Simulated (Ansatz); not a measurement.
Crystal: GdAgO₂, the end point of a relaxation at fixed volume with DFT PBEsol, scalar-relativistic, plane waves, PAW (Ansatz); the starting structure was generated, so it need not be a known form of this composition.

```cif
data_structure
_symmetry_space_group_name_H-M 'R-3m:H'
_symmetry_Int_Tables_number 166
_cell_length_a 3.5294
_cell_length_b 3.5294
_cell_length_c 16.0112
_cell_angle_alpha 90.000
_cell_angle_beta 90.000
_cell_angle_gamma 120.000
_cell_volume 172.72
loop_
_atom_site_label
_atom_site_type_symbol
_atom_site_symmetry_multiplicity
_atom_site_Wyckoff_symbol
_atom_site_fract_x
_atom_site_fract_y
_atom_site_fract_z
_atom_site_occupancy
Ag1 Ag 3 b 0.33333 0.66667 0.16667 1
Gd1 Gd 3 a 0.00000 0.00000 0.00000 1
O1 O 6 c 0.00000 0.00000 0.26444 1
```

What does its first Brillouin zone look like, and which path through it is standard?

It has a rhombohedral lattice (hR; extended symbol hR1). The zone is a truncated octahedron in its combinatorial type: 14 faces (6 with 4 edges, 8 with 6 edges), 36 edges, 24 vertices. Path: Γ–T–H₂ | H₀–L–Γ–S₀ | S₂–F–Γ.

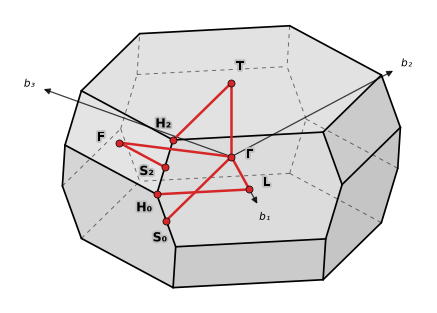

Labels and path follow the convention of Hinuma et al. (2017), as computed by seekpath; the arrows show the directions of the reciprocal primitive vectors b₁, b₂, b₃, in which coordinates are given; lengths include the factor 2π.

```tsv
point	k₁	k₂	k₃	length of k (1/Å)
Γ	0	0	0	0.000
T	1/2	1/2	1/2	0.589
L	1/2	0	0	1.046
F	1/2	0	1/2	1.100
S₀	0.345	−0.345	0	1.230
S₂	0.655	0	0.345	1.230
H₀	1/2	−0.191	0.191	1.248
H₂	0.809	0.191	1/2	1.248
```
